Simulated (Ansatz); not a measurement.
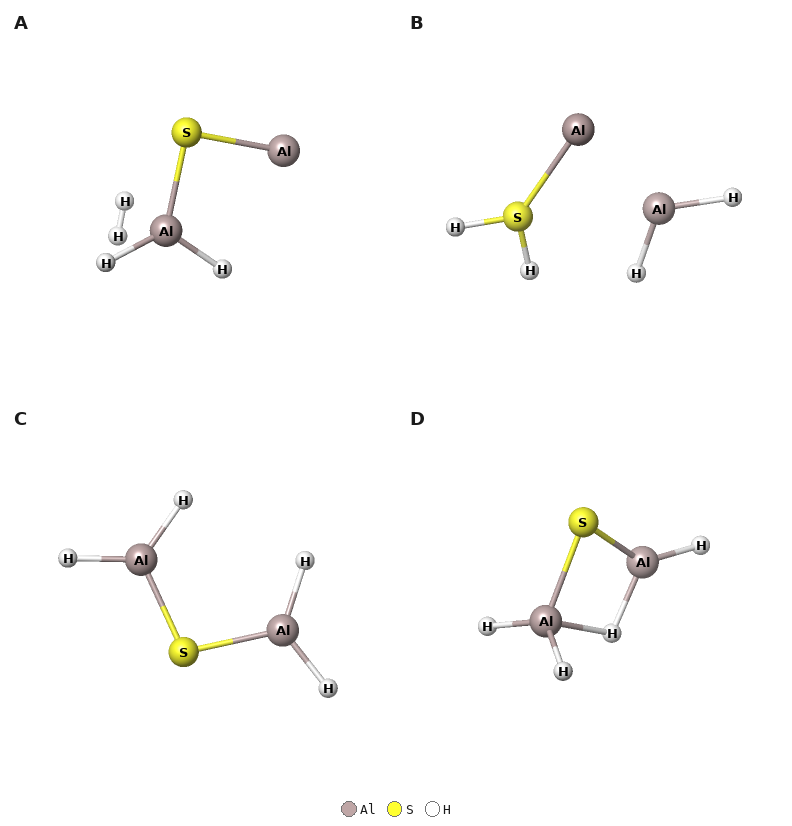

4 stationary structures of one formula. Geometries: PBE-D4/def2-SVP. Electronic energies: PBE-D4/def2-SVP (Ansatz 0.2.0), without zero-point energy. No frequency run is at hand to confirm each as a minimum. Each is one conformer, not always the lowest.

Rank them by energy, lowest first.

Answer. D is lowest; C lies 4.0 kcal/mol above it (C2v), A lies 20.9 kcal/mol above it (C1), B lies 75.5 kcal/mol above it (Cs).
